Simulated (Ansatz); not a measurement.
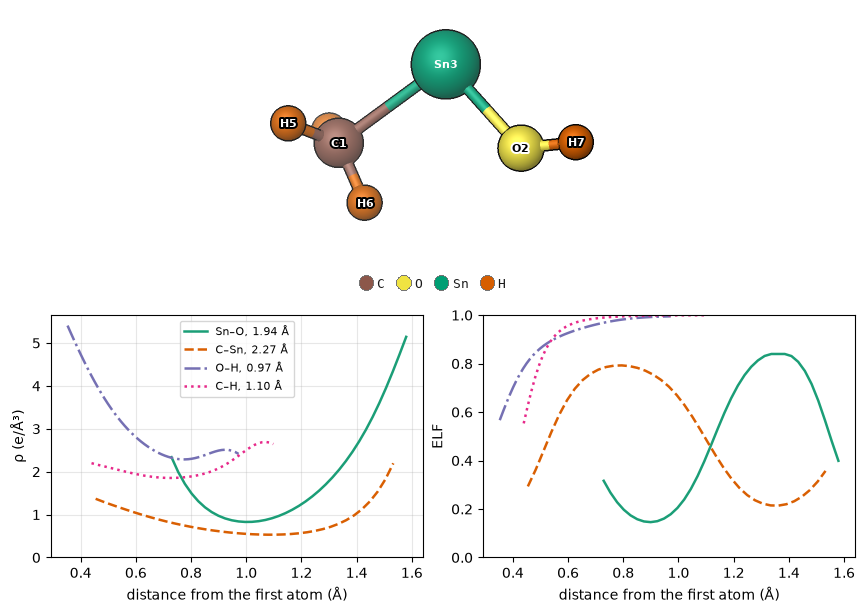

The picture shows: CH4OSn (SMILES [CH3][Sn]=[OH+]) (charge +1, doublet). Electron density and ELF along straight lines between neighbouring atoms. The curves leave out the atomic cores. The structure is drawn too.

Geometry: r2SCAN-D4/def2-SVP; core potentials replace the inner electrons of Sn.

Theory: isolated molecule in a Gaussian basis; Kohn-Sham density functional theory, functional PBE0 in Ansatz.

```yaml
atoms:
  - { symbol: C, position_ang: [-0.6180, 2.3127, 1.0951] }
  - { symbol: O, position_ang: [1.1903, -0.1420, 0.0211] }
  - { symbol: Sn, position_ang: [1.4848, 1.7265, 0.4695] }
  - { symbol: H, position_ang: [-0.9152, 3.1136, 0.4053] }
  - { symbol: H, position_ang: [-0.5319, 2.6353, 2.1411] }
  - { symbol: H, position_ang: [-1.1151, 1.3444, 0.9381] }
  - { symbol: H, position_ang: [1.8292, -0.7998, -0.3013] }
```

**What can be read from the curves?**

Sn–O (1.94 Å): ρ is about 0.84 e/Å³ halfway; the ELF peaks at about 0.85 in the valence shell of O, 0.6 Å from its nucleus, and drops to about 0.15 between the two atoms.
C–Sn (2.27 Å): ρ is about 0.54 e/Å³ halfway; the ELF peaks at about 0.80 in the valence shell of C, 0.8 Å from its nucleus, and drops to about 0.20 between the two atoms.
O–H (0.97 Å): the density is about 3.7 e/Å³ at the midpoint; the ELF climbs to about 1 towards the hydrogen, as it does in any bond to H; a covalent bond by its length.
C–H (1.10 Å): ρ is about 2 e/Å³ halfway; the ELF climbs to about 1 towards the hydrogen (a covalent bond by its length).
